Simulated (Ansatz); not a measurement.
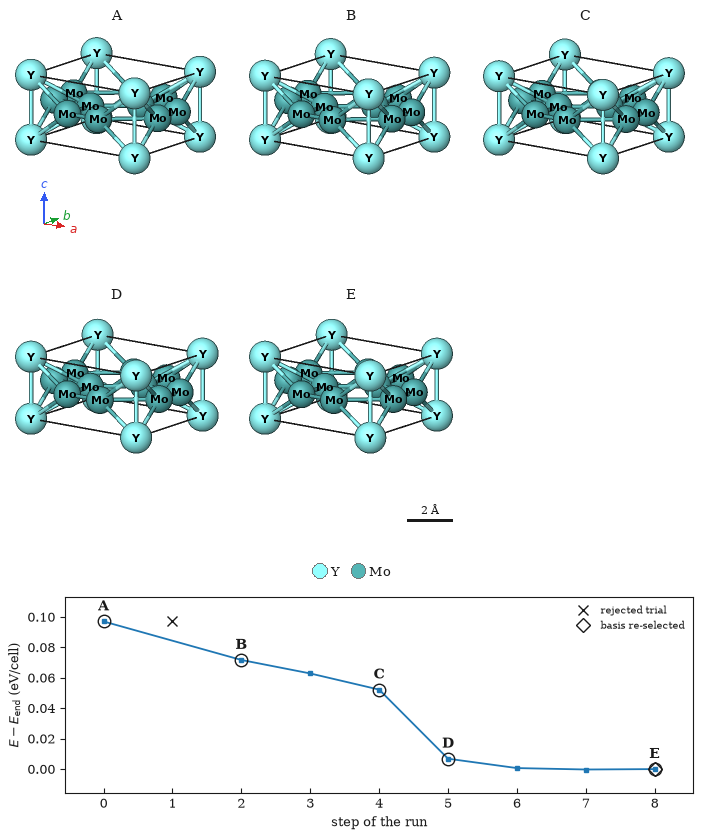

Frames of a relaxation of crystalline YMo6 (a generated structure, set up in P6/mmm) (coarse preliminary run), marked on the history of the run. A ball-and-stick model of the cell of the calculation, seen slightly off an axis.

Level of theory: DFT PBE, scalar-relativistic, plane waves, PAW (Ansatz 0.2.0).

Input
```yaml
crystal:
  lattice:
    - [7.5949452871, 0.0, 0.0]
    - [-3.7974726435, 6.577415559, 0.0]
    - [0.0, 0.0, 2.9234755788]
  atoms:
    - { symbol: "Y", position: [0.0, 0.0, 0.0] }
    - { symbol: Mo, position: [0.3515839384, 0.0, 0.5] }
    - { symbol: Mo, position: [0.6484160616, 0.0, 0.5] }
    - { symbol: Mo, position: [0.0, 0.3515839384, 0.5] }
    - { symbol: Mo, position: [0.0, 0.6484160616, 0.5] }
    - { symbol: Mo, position: [0.6484160616, 0.6484160616, 0.5] }
    - { symbol: Mo, position: [0.3515839384, 0.3515839384, 0.5] }
basis:
  ecutwfc: 420
kpoints:
  mp_grid: { grid: [3, 3, 6] }
hamiltonian:
  xc: pbe
scf:
  occupations: { method: gaussian, width: 0.1 }
  lower_state_search: "off"
output:
  forces: true
  stress: true
  eigenvalues: true
relax:
  adjacent_minimum: "off"
  f_tol: 0.04
  max_steps: 70
  cell: { stress_tol: 0.4 }
```

Launched with:
```bash
ansatz run input.yaml --threads 1 --pin off --max-ram 2560MiB --backend cpu --events-out ev --progress --plain --runs-dir out
```

Question: Describe the path.

Answer: The largest moves relative to the cell, 0.043 Å, are those of Mo2, Mo3, Mo4, Mo5, Mo6 and Mo7. Mo5 goes along +b. Y stays in place. The volume changes by −1.2 %, with a = b 7.595 → 7.726 Å (+1.7 %), c 2.923 → 2.790 Å (−4.6 %). Among the contacts that change: Mo2–Mo2 2.923 → 2.790 Å, Y1–Y1 2.923 → 2.790 Å, Mo2–Mo3 2.254 → 2.380 Å, Y1–Mo2 3.044 → 3.015 Å. Bond angles that change, for instance: Y1–Mo4–Y1 57.4° → 55.1°. The space group stays P6/mmm (No. 191). Over 6 accepted moves (8 points after the start) the energy falls by 97.0 meV per cell of the calculation. Largest force component: 0.29 eV/Å at the start, 0.0099 eV/Å at the end. The pressure goes from −0.48 to 0.17 GPa. The line search rejected the trial step at point 1 of the run. The SCF was repeated once at an unchanged geometry on a basis and grid sized afresh for the cell, which shifted the energy by 0.3 meV per cell of the calculation at most. From step 0 to 2: volume −1.1 %, energy −25.3 meV per cell of the calculation. From step 2 to 4: volume −0.2 %, energy −19.5 meV per cell of the calculation. From step 4 to 5: Mo atoms move most (0.04 Å), volume −0.2 %, energy −45.4 meV per cell of the calculation. From step 5 to 8: volume +0.3 %, energy −6.8 meV per cell of the calculation.

```
step  E − E(0), meV/atom  largest force component, eV/Å  pressure, GPa  volume, Å³/atom                      note
   0                0.00                         0.2873          -0.48           20.863                          
   1                0.08                         0.3406           3.28           20.211                  rejected
   2               -3.62                         0.2101           0.57           20.628                          
   3               -4.88                         0.1877           0.59           20.608                          
   4               -6.40                         0.1919           0.60           20.591                          
   5              -12.89                         0.1646           0.68           20.551                          
   6              -13.77                         0.0188          -0.52           20.712                          
   7              -13.90                         0.0099           0.17           20.603                          
   8              -13.86                         0.0099           0.17           20.603  same geometry, new basis
```
